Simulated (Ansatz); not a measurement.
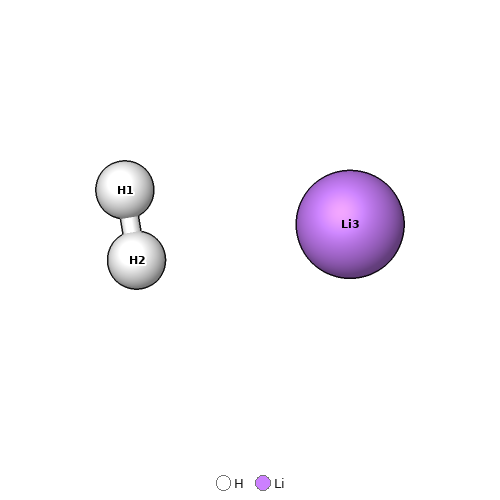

The system is H + HLi, spin multiplicity 2; the picture shows the reference structure. Coordinates scanned: (1) distance H1–H2; (2) distance H2–Li3. Nothing is relaxed (the angle H1–H2–Li3 is fixed at 90 degrees). The grid has 15 × 15 points. Points are written as (first, second). Energies: kJ/mol, counted from H far from the relaxed HLi (each part in its own basis). These are results of Ansatz, UKS B3LYP-D4/aug-cc-pVTZ, not measurements.

Its coordinates:

```
atom    x (Å)   y (Å)   z (Å)
   H  -0.7190  0.0000  0.0000
   H   0.0000  0.0000  0.0000
  Li   0.0000  2.8720  0.0000
```

Range: distance H1–H2 from 0.592 to 2.192 Å; distance H2–Li3 from 1.272 to 2.872 Å.

Q: Predict the map.

A: The lowest grid point is at (0.719 Å, 2.872 Å), −214 kJ/mol from H far from the relaxed HLi (each part in its own basis). It lies in a valley that leaves the map towards separated partners. The highest grid point, (2.192 Å, 2.872 Å), lies 332 kJ/mol above the lowest.

| distance H2–Li3 ↓, distance H1–H2 → | 0.592 | 0.644 | 0.719 | 0.808 | 0.906 | 1.012 | 1.124 | 1.242 | 1.365 | 1.493 | 1.625 | 1.761 | 1.901 | 2.045 | 2.192 |
| --- | --- | --- | --- | --- | --- | --- | --- | --- | --- | --- | --- | --- | --- | --- | --- |
| 2.872 | −159 | −194 | −214 | −210 | −190 | −149 | −99 | −47 | 1 | 39 | 67 | 88 | 102 | 112 | 117 |
| 2.725 | −158 | −193 | −213 | −209 | −190 | −149 | −100 | −49 | −5 | 30 | 55 | 73 | 85 | 92 | 97 |
| 2.581 | −156 | −191 | −212 | −208 | −189 | −148 | −100 | −52 | −12 | 19 | 41 | 56 | 65 | 71 | 77 |
| 2.441 | −154 | −189 | −210 | −206 | −187 | −148 | −101 | −56 | −21 | 6 | 25 | 37 | 45 | 51 | 56 |
| 2.305 | −152 | −187 | −208 | −204 | −185 | −146 | −102 | −62 | −30 | −8 | 8 | 18 | 25 | 31 | 36 |
| 2.173 | −148 | −183 | −204 | −200 | −181 | −144 | −103 | −68 | −41 | −22 | −9 | −1 | 6 | 12 | 17 |
| 2.045 | −140 | −175 | −196 | −192 | −169 | −136 | −100 | −71 | −49 | −33 | −23 | −15 | −8 | −2 | 4 |
| 1.922 | −135 | −170 | −190 | −186 | −161 | −128 | −97 | −72 | −54 | −41 | −31 | −24 | −17 | −11 | −5 |
| 1.804 | −129 | −164 | −184 | −179 | −156 | −127 | −101 | −80 | −64 | −53 | −43 | −36 | −28 | −22 | −16 |
| 1.692 | −120 | −155 | −175 | −171 | −149 | −125 | −104 | −87 | −73 | −62 | −53 | −45 | −37 | −31 | −25 |
| 1.586 | −108 | −143 | −163 | −158 | −140 | −122 | −105 | −90 | −77 | −66 | −57 | −49 | −41 | −34 | −28 |
| 1.488 | −91 | −126 | −145 | −142 | −129 | −115 | −101 | −87 | −75 | −65 | −55 | −47 | −38 | −31 | −24 |
| 1.399 | −69 | −103 | −122 | −121 | −115 | −104 | −91 | −78 | −66 | −56 | −46 | −37 | −29 | −21 | −14 |
| 1.324 | −42 | −76 | −95 | −98 | −96 | −88 | −76 | −64 | −52 | −41 | −32 | −22 | −14 | −6 | 2 |
| 1.272 | −18 | −52 | −71 | −79 | −79 | −72 | −61 | −49 | −37 | −27 | −17 | −7 | 2 | 10 | 18 |

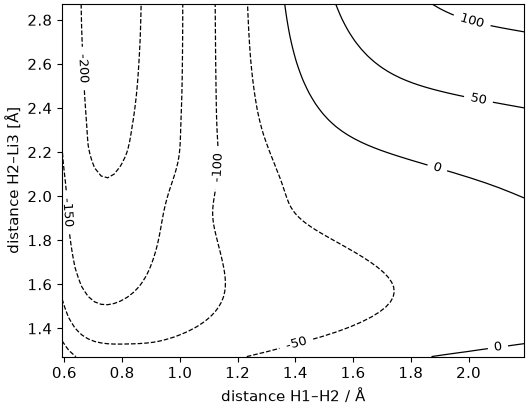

In the figure: contour lines labelled in kJ/mol. Between grid points the surface is interpolated.

Each point was launched as `ansatz run input.yaml --threads 1 --pin off --max-ram 2560MiB --backend cpu --events-out ev --progress --plain --runs-dir out`. The whole map (225 points run) took 11 min on 1 thread of Arm Neoverse V1, on a shared host.
